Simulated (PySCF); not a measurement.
SMILES O=Cc1cccc(C(=O)O)c1 (C8H6O3) at its GFN2-xTB optimised geometry (Å):

```
17

O      1.9159    -2.8600     0.0275
C      2.3884    -1.7538     0.0158
C      1.6177    -0.5007     0.0070
C      2.2702     0.7324    -0.0033
C      1.5399     1.9075    -0.0109
C      0.1572     1.8615    -0.0093
C     -0.5051     0.6338     0.0000
C     -1.9893     0.6338     0.0000
O     -2.6688     1.6292     0.0000
O     -2.5175    -0.5958    -0.0007
C      0.2250    -0.5464     0.0085
H      3.4863    -1.5994     0.0107
H      3.3506     0.7627    -0.0049
H      2.0479     2.8600    -0.0185
H     -0.4334     2.7653    -0.0150
H     -3.4863    -0.5413    -0.0006
H     -0.2703    -1.5053     0.0164
```

Method: PBE0/def2-SVP (PySCF). Cells within 0.4 Å of a nucleus heavier than hydrogen are left out (blank, or x).

Map of the Laplacian of the electron density (e/bohr⁵), clipped to [-1.50, 1.50] on the plane z = 0.0 Å:

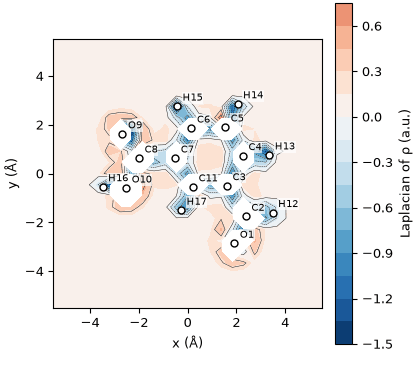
Figure. Laplacian of the electron density (e/bohr⁵), clipped to [-1.50, 1.50] on the plane z = 0.0 Å.
